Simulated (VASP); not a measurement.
Band structure of Si (space group P6_3/mmc). Calculation: modified Becke-Johnson potential (mBJ), VASP's PBE PAW potentials (set 64) (plane waves; VASP).

mBJ is a potential without an energy functional, so only the levels count.

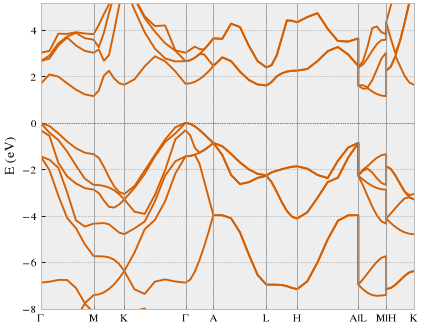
Fig. 1. Bands along high-symmetry lines, zero at the valence-band maximum or, without a gap, the Fermi level

Task: Read the plot: is there a gap, and where are the band edges?

Result: The gap is indirect, 1.15 eV, from the valence maximum at Γ to the conduction minimum at M.

The structure comes from a computed database's Si entry (P6_3/mmc); how it stands against other phases isn't given here. It was relaxed first. The cell's shape comes from a PBE relaxation.
